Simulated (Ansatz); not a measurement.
**U-r2SCAN0/STO-3G run of SiH2SF (SMILES F[SiH]S)**

Aim: the energy change on altering one bond length of SiH2SF at U-r2SCAN0/STO-3G, from 2 runs. 

Program for the calculation: Ansatz 0.2.0.

72 further runs of the same task are left out: 4 that didn't finish, 68 set aside as unsound or not needed.

## Step 1: Starting point

SiH2SF: 5 atoms, total charge 0, spin state doublet. SMILES: `F[SiH]S`. The shape is that of a PBE0-D4/def2-TZVP optimisation. This is one conformer, not always the lowest.

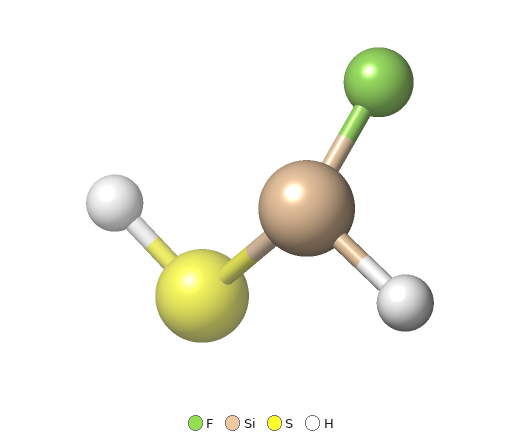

Viewed from a chosen angle; fluorine green, silicon light orange, sulfur yellow, hydrogen white.

## Step 2: The energy at U-r2SCAN0/STO-3G

Contents of input.yaml:

```yaml
crystal:
  periodic: [false, false, false]
  atoms:
    - symbol: F
      position_ang: [-1.242300, -0.527200, 1.134200]
    - symbol: Si
      position_ang: [-0.629400, -0.168000, -0.303300]
    - symbol: S
      position_ang: [1.400700, 0.438500, -0.191800]
    - symbol: H
      position_ang: [-0.621800, -1.416500, -1.115500]
    - symbol: H
      position_ang: [1.142700, 1.599500, 0.435000]
basis:
  gaussian: {orbitals: STO-3G}
magnetization: {spin_polarized: true, initial_magnetization: 1}
hamiltonian: {xc: {name: r2SCAN0}}
accuracy: high
```

Command:

```console
$ ansatz run input.yaml --threads 1 --pin off --max-ram 2610MiB --events-out events.jsonl --progress --plain --runs-dir runs
```

Log:

```text
Warning: RAYON_NUM_THREADS=1 ignored (pool sized by the plan → 1); use --threads N
Functional definition: r2SCAN0
  name "r2SCAN0"
  parameter a = 0.25
  parameter k0 = 0.174
  parameter k1 = 0.065
  parameter a1 = 4.9479
  exchange = (1 - a)*r2scan_x(k0 = k0, k1 = k1, a1 = a1) + a*exact_x
  correlation = r2scan_c
461 factors; integrals over basis functions are off by at most 2.7e-8 eV
mean field evaluation 1: about -21208.0464 eV, gradient 1.2e1 eV
mean field evaluation 2: about -21208.0123 eV, gradient 1.4e1 eV
mean field evaluation 4: about -21209.2899 eV, gradient 4.9e-1 eV
mean field evaluation 8: about -21209.2758 eV, gradient 7.6e-3 eV
mean field evaluation 16: about -21209.2758 eV, gradient 3.8e-6 eV
mean field -21209.27580155 eV, -779.4265095435 hartree, gradient 2.1e-8 eV, S^2 0.751924; 0 other end points of the search recorded, 0 dependent functions left out
reference -21209.27580211 eV, -779.4265095640 hartree; 21, 20 occupied and 4, 5 virtual orbitals, 461 factors
Total energy: -21209.27580211 eV, -779.4265095640 hartree
```

Run time: 6.9 s. Hardware: 1 thread of Arm Neoverse V1, shared host; peak memory 0.26 GiB.

## Step 3: The distorted shape at the same level

Contents of in.yaml:

```yaml
crystal:
  periodic: [false, false, false]
  atoms:
    - symbol: F
      position_ang: [-1.244200, -0.215092, 1.337239]
    - symbol: Si
      position_ang: [-0.631300, 0.144108, -0.100261]
    - symbol: S
      position_ang: [1.398800, 0.750608, 0.011239]
    - symbol: H
      position_ang: [-0.621800, -1.416500, -1.115500]
    - symbol: H
      position_ang: [1.140800, 1.911608, 0.638039]
basis:
  gaussian: {orbitals: STO-3G}
magnetization: {spin_polarized: true, initial_magnetization: 1}
hamiltonian: {xc: {name: r2SCAN0}}
accuracy: high
```

Command:

```console
$ ansatz run in.yaml --threads 1 --pin off --max-ram 2610MiB --events-out events.jsonl --progress --plain --runs-dir runs
```

Log (excerpt; [...] marks lines left out):

```text
Warning: RAYON_NUM_THREADS=1 ignored (pool sized by the plan → 1); use --threads N
[... 8 set-up lines as earlier in the session ...]
460 factors; integrals over basis functions are off by at most 3.2e-8 eV
mean field evaluation 1: about -21206.3344 eV, gradient 1.4e1 eV
mean field evaluation 2: about -21206.2358 eV, gradient 1.6e1 eV
mean field evaluation 4: about -21208.0989 eV, gradient 6.2e-1 eV
mean field evaluation 8: about -21208.0765 eV, gradient 2.2e-2 eV
mean field evaluation 16: about -21208.0765 eV, gradient 3.7e-5 eV
mean field -21208.07650913 eV, -779.3824363600 hartree, gradient 6.3e-8 eV, S^2 0.755626; 0 other end points of the search recorded, 0 dependent functions left out
reference -21208.07650972 eV, -779.3824363817 hartree; 21, 20 occupied and 4, 5 virtual orbitals, 460 factors
Total energy: -21208.07650972 eV, -779.3824363817 hartree
```

It took 7.5 s on 1 thread of Arm Neoverse V1, shared host; peak memory 0.26 GiB.

## Step 4: Outcome

At U-r2SCAN0/STO-3G:

| quantity | value |
| --- | --- |
| first shape: total energy | -779.42651 Eh |
| first shape: ⟨S²⟩ | 0.752 |
| distorted shape: total energy | -779.38244 Eh |
| distorted shape: ⟨S²⟩ | 0.756 |
| energy change with the Si2–H4 bond stretched from 1.489 to 1.862 Å | 1.199 eV |

With the Si2–H4 bond stretched from 1.489 to 1.862 Å the energy rises by 1.20 eV (116 kJ/mol). The first shape isn't relaxed at this level, so the change isn't measured from a minimum. The minimal basis adds a large error of its own.
